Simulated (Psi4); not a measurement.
# C2HF (fluoroacetylene) at BLYP/cc-pVTZ

Aim: the energy change on altering one bond length of C2HF (fluoroacetylene) at BLYP/cc-pVTZ, from 2 runs. 

The calculation is run with Psi4 1.11.

3 further runs of the same task are left out: 3 set aside as unsound or not needed.

### 1 The system as given

C2HF: 4 atoms, total charge 0, spin state singlet. As SMILES, `C#CF`. The coordinates come from a PBE0-D4/def2-TZVP relaxation.

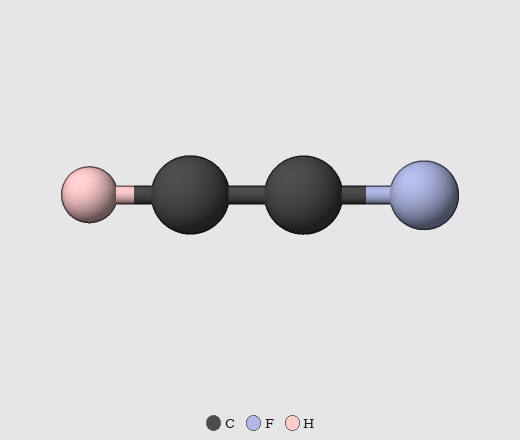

Viewed from a chosen angle; carbon dark grey, fluorine light blue, hydrogen pink.

### 2 Energy and gradient at BLYP/cc-pVTZ

File input.json:

```json
{
 "schema_name": "qcschema_input",
 "schema_version": 1,
 "molecule": {
  "schema_name": "qcschema_molecule",
  "schema_version": 2,
  "symbols": ["C", "C", "F", "H"],
  "geometry": [-0.68224782, 0.8562538, -0.54843632, 0.57309724, -0.7196833, 0.46073413, 1.90975722, -2.39808135, 1.53502453, -1.80058774, 2.26151084, -1.44732234],
  "molecular_charge": 0,
  "molecular_multiplicity": 1,
  "fix_symmetry": "c1",
  "fix_com": true,
  "fix_orientation": true
 },
 "driver": "gradient",
 "model": {
  "method": "blyp",
  "basis": "cc-pVTZ"
 },
 "keywords": {
  "puream": true,
  "e_convergence": 1e-09,
  "d_convergence": 1e-08,
  "scf_type": "pk",
  "dft_radial_points": 99,
  "dft_spherical_points": 590
 }
}
```

The run is started by

```
psi4 --qcschema input.json -n 1 --memory 2200MB
```

stdout:

```text
[...]
  Running in c1 symmetry.
[...]
  Nuclear repulsion =   55.832094240306979
[...]
  Multiplicity = 1
[...]
  Nalpha       = 11
  Nbeta        = 11
[...]
    Number of basis functions: 104
[...]
   @RKS iter   1:  -176.23022408212756   -6.62675e-03   8.35376e-03 DIIS/ADIIS
[...]
   @RKS iter  11:  -176.58391530298812   -1.15392e-11   8.99096e-09 DIIS
[...]
    Orbital Energies [Eh]
    ---------------------
    Doubly Occupied:
       1A    -24.369256     2A     -9.997843     3A     -9.915674
       4A     -1.198499     5A     -0.690580     6A     -0.574587
       7A     -0.474153     8A     -0.459816     9A     -0.459816
      10A     -0.248514    11A     -0.248514
[...]
  @RKS Final Energy:  -176.58391530298812
   => Energetics <=
    Nuclear Repulsion Energy =             55.8320942403069793
    One-Electron Energy =                -352.0399658973754526
    Two-Electron Energy =                 141.2037518959621707
    DFT Exchange-Correlation Energy =     -21.5797955418817899
    Empirical Dispersion Energy =           0.0000000000000000
    VV10 Nonlocal Energy =                  0.0000000000000000
    Total Energy =                       -176.5839153029881174
[...]
 Multipole Moments:
 ------------------------------------------------------------------------------------
     Multipole            Electronic (a.u.)      Nuclear  (a.u.)        Total (a.u.)
 ------------------------------------------------------------------------------------
 L = 1.  Multiply by 2.5417464519 to convert [e a0] to [Debye]
 Dipole X            :        -14.8180511           14.7323238           -0.0857274
 Dipole Y            :         18.6096857          -18.5017983            0.1078874
 Dipole Z            :        -11.9105783           11.8416853           -0.0688930
 Magnitude           :                                                    0.1540620
[...]
  -Total Gradient:
     Atom            X                  Y                   Z
    ------   -----------------  -----------------  -----------------
       1        0.010802885863    -0.013579716328     0.008681634411
       2        0.000938054339    -0.001177239510     0.000757825453
       3       -0.012465010064     0.015655053063    -0.010021283086
       4        0.000723578268    -0.000897479284     0.000581428117
[...]
```

The result, in JSON:

```text
{
 "driver": "gradient",
 "model": {
  "method": "blyp",
  "basis": "cc-pVTZ"
 },
 "success": true,
 "return_result": [0.010802885863210349, -0.013579716328034591, 0.00868163441064429, 0.0009380543389174503, -0.0011772395097828792, 0.0007578254526769759, -0.012465010064481308, 0.01565505306328424, -0.010021283085655336, 0.0007235782684676118, -0.0008974792839930856, 0.000581428117407426],
 "properties": {
  "calcinfo_nbasis": 104,
  "calcinfo_nmo": 104,
  "calcinfo_nalpha": 11,
  "calcinfo_nbeta": 11,
  "calcinfo_natom": 4,
  "nuclear_repulsion_energy": 55.83209424030698,
  "return_energy": -176.58391530298812,
  "return_gradient": [0.010802885863210349, -0.013579716328034591, 0.00868163441064429, 0.0009380543389174503, -0.0011772395097828792, 0.0007578254526769759, -0.012465010064481308, 0.01565505306328424, -0.010021283085655336, 0.0007235782684676118, -0.0008974792839930856, 0.000581428117407426],
  "scf_one_electron_energy": -352.03996589737545,
  "scf_two_electron_energy": 141.20375189596217,
  "scf_xc_energy": -21.57979554188179,
  "scf_dipole_moment": [-0.08572737500060335, 0.10788738079587645, -0.06889296194685457],
  "scf_total_energy": -176.58391530298812,
  "scf_total_gradient": [0.010802885863210349, -0.013579716328034591, 0.00868163441064429, 0.0009380543389174503, -0.0011772395097828792, 0.0007578254526769759, -0.012465010064481308, 0.01565505306328424, -0.010021283085655336, 0.0007235782684676118, -0.0008974792839930856, 0.000581428117407426],
  "scf_iterations": 11
 }
}
```

It took 47 s on 1 thread of Intel Xeon at 2.50GHz (Skylake/Cascade Lake), shared host; peak memory 1 GiB.

### 3 The distorted shape at the same level

File job.json:

```json
{
 "schema_name": "qcschema_input",
 "schema_version": 1,
 "molecule": {
  "schema_name": "qcschema_molecule",
  "schema_version": 2,
  "symbols": ["C", "C", "F", "H"],
  "geometry": [0.65977142, -0.83006976, 0.53023636, 1.91511648, -2.40600686, 1.53940681, 3.25177646, -4.08440491, 2.61369721, -1.80058774, 2.26151084, -1.44732234],
  "molecular_charge": 0,
  "molecular_multiplicity": 1,
  "fix_symmetry": "c1",
  "fix_com": true,
  "fix_orientation": true
 },
 "driver": "gradient",
 "model": {
  "method": "blyp",
  "basis": "cc-pVTZ"
 },
 "keywords": {
  "puream": true,
  "e_convergence": 1e-09,
  "d_convergence": 1e-08,
  "scf_type": "pk",
  "dft_radial_points": 99,
  "dft_spherical_points": 590,
  "scf_properties": ["LOWDIN_CHARGES", "MAYER_INDICES", "WIBERG_LOWDIN_INDICES"]
 }
}
```

The run is started by

```
psi4 --qcschema job.json -n 1 --memory 2200MB
```

stdout:

```text
[...]
  Running in c1 symmetry.
[...]
  Nuclear repulsion =   53.335007444711827
[...]
  Multiplicity = 1
[...]
  Nalpha       = 11
  Nbeta        = 11
[...]
    Number of basis functions: 104
[...]
   @RKS iter   1:  -175.77700112782261    2.84427e-01   9.21661e-03 ADIIS/DIIS
[...]
   @RKS iter  16:  -176.38267333989339   -3.15481e-12   2.41983e-09 DIIS
[...]
    Orbital Energies [Eh]
    ---------------------
    Doubly Occupied:
       1A    -24.362354     2A     -9.993041     3A     -9.949120
       4A     -1.191876     5A     -0.683793     6A     -0.565440
       7A     -0.453470     8A     -0.453470     9A     -0.321991
      10A     -0.242336    11A     -0.242336
[...]
  @RKS Final Energy:  -176.38267333989339
   => Energetics <=
    Nuclear Repulsion Energy =             53.3350074447118274
    One-Electron Energy =                -347.1296508799715070
    Two-Electron Energy =                 138.8009443056365626
    DFT Exchange-Correlation Energy =     -21.3889742102702698
    Empirical Dispersion Energy =           0.0000000000000000
    VV10 Nonlocal Energy =                  0.0000000000000000
    Total Energy =                       -176.3826733398933868
[...]
 Multipole Moments:
 ------------------------------------------------------------------------------------
     Multipole            Electronic (a.u.)      Nuclear  (a.u.)        Total (a.u.)
 ------------------------------------------------------------------------------------
 L = 1.  Multiply by 2.5417464519 to convert [e a0] to [Debye]
 Dipole X            :        -43.2281916           42.9147278           -0.3134638
 Dipole Y            :         54.3087770          -53.9145931            0.3941839
 Dipole Z            :        -34.7457258           34.4938116           -0.2519142
 Magnitude           :                                                    0.5631175
[...]
  -Total Gradient:
     Atom            X                  Y                   Z
    ------   -----------------  -----------------  -----------------
       1        0.047121493639    -0.059177387632     0.037878452346
       2       -0.000823761911     0.001009869392    -0.000663999077
       3       -0.014764338251     0.018546472719    -0.011867807969
       4       -0.031533855570     0.039621626211    -0.025347016795
[...]
```

The result, in JSON:

```text
{
 "driver": "gradient",
 "model": {
  "method": "blyp",
  "basis": "cc-pVTZ"
 },
 "success": true,
 "return_result": [0.047121493638512146, -0.059177387632468104, 0.03787845234645759, -0.0008237619109175698, 0.0010098693915455287, -0.0006639990772095566, -0.014764338251434472, 0.018546472718602602, -0.011867807968545002, -0.03153385556966347, 0.03962162621099175, -0.02534701679459716],
 "properties": {
  "calcinfo_nbasis": 104,
  "calcinfo_nmo": 104,
  "calcinfo_nalpha": 11,
  "calcinfo_nbeta": 11,
  "calcinfo_natom": 4,
  "nuclear_repulsion_energy": 53.33500744471183,
  "return_energy": -176.3826733398934,
  "return_gradient": [0.047121493638512146, -0.059177387632468104, 0.03787845234645759, -0.0008237619109175698, 0.0010098693915455287, -0.0006639990772095566, -0.014764338251434472, 0.018546472718602602, -0.011867807968545002, -0.03153385556966347, 0.03962162621099175, -0.02534701679459716],
  "scf_one_electron_energy": -347.1296508799715,
  "scf_two_electron_energy": 138.80094430563656,
  "scf_xc_energy": -21.38897421027027,
  "scf_dipole_moment": [-0.31346383830657487, 0.3941838871936625, -0.2519142386211968],
  "scf_total_energy": -176.3826733398934,
  "scf_total_gradient": [0.047121493638512146, -0.059177387632468104, 0.03787845234645759, -0.0008237619109175698, 0.0010098693915455287, -0.0006639990772095566, -0.014764338251434472, 0.018546472718602602, -0.011867807968545002, -0.03153385556966347, 0.03962162621099175, -0.02534701679459716],
  "scf_iterations": 16
 }
}
```

It took 46 s on 1 thread of Intel Xeon at 2.50GHz (Skylake/Cascade Lake), shared host; peak memory 0.99 GiB.

### 4 Summary of results

Level: BLYP/cc-pVTZ.

| quantity | value |
| --- | --- |
| first shape: total energy | -176.58392 Eh |
| first shape: dipole moment | 0.39 D |
| first shape: HOMO energy | -6.76 eV |
| first shape: LUMO energy | 0.43 eV |
| first shape: HOMO–LUMO gap | 7.19 eV |
| first shape: largest force on an atom | 1.151 eV/Å |
| distorted shape: total energy | -176.38267 Eh |
| distorted shape: dipole moment | 1.43 D |
| distorted shape: HOMO energy | -6.59 eV |
| distorted shape: LUMO energy | -6.16 eV |
| distorted shape: HOMO–LUMO gap | 0.43 eV |
| distorted shape: largest force on an atom | 4.350 eV/Å |
| energy change with the C1–H4 bond stretched from 1.063 to 2.338 Å | 5.476 eV |

**Reading.** One bond (distorted shape) is far stretched, which a spin-restricted single reference describes badly; a broken-symmetry solution may lie lower. With the C1–H4 bond stretched from 1.063 to 2.338 Å the energy rises by 5.48 eV (528 kJ/mol). The first shape isn't relaxed at this level, so the change isn't measured from a minimum. A restricted reference can't describe the breaking bond well at this length. The largest force (first shape) is 1.15 eV/Å: the shape isn't a stationary point for this species at this level.
